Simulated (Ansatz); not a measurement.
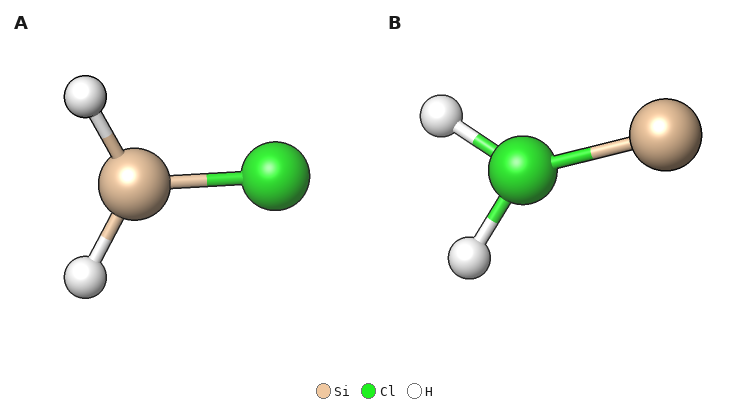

2 stationary structures of one formula. The species has charge +1 and is a spin singlet. Geometries: PBE-D4/def2-SVP. Electronic energies: PBE-D4/def2-SVP (Ansatz 0.2.0), without zero-point energy. No frequency run is at hand to confirm each as a minimum.

Question: Rank them by energy, lowest first.

Answer: A is lowest (C2v); B lies 5.534 eV above it.
